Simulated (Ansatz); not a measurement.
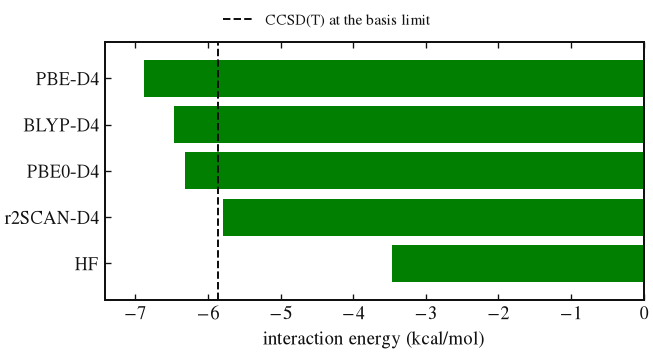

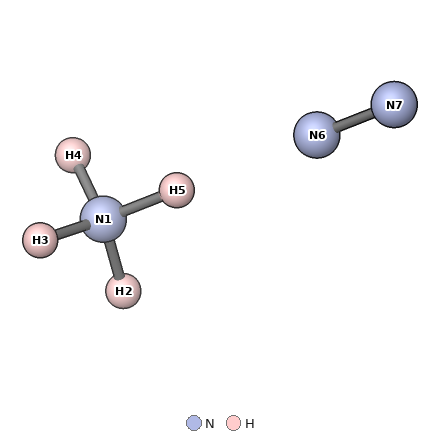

Counterpoise interaction energy of the pair H₄N⁺ and N₂ (SMILES [NH4+].N#N) at one optimised PBE0-D4 geometry, drawn, with the closest contact H5···N6 1.97 Å (H···H pairs aside; other arrangements can bind more strongly; the cost of deforming the partners isn't counted), def2-TZVPPD, the Ansatz code; cores frozen in correlated methods. The line takes HF and MP2 limits from def2-TZVPPD and QZVPPD, and the coupled-cluster step in TZVPPD.

Question: What range do the values span, the line included?

Answer: From −6.87 kcal/mol (PBE-D4) to −3.46 kcal/mol (HF).

Question: Give the values.

Answer:
| level | kcal/mol | less CCSD(T) at the basis limit |
| --- | --- | --- |
| PBE-D4 | −6.87 | −1.02 |
| BLYP-D4 | −6.47 | −0.61 |
| PBE0-D4 | −6.32 | −0.46 |
| r2SCAN-D4 | −5.79 | 0.07 |
| HF | −3.46 | 2.39 |
| CCSD(T) at the basis limit | −5.86 | 0.00 |
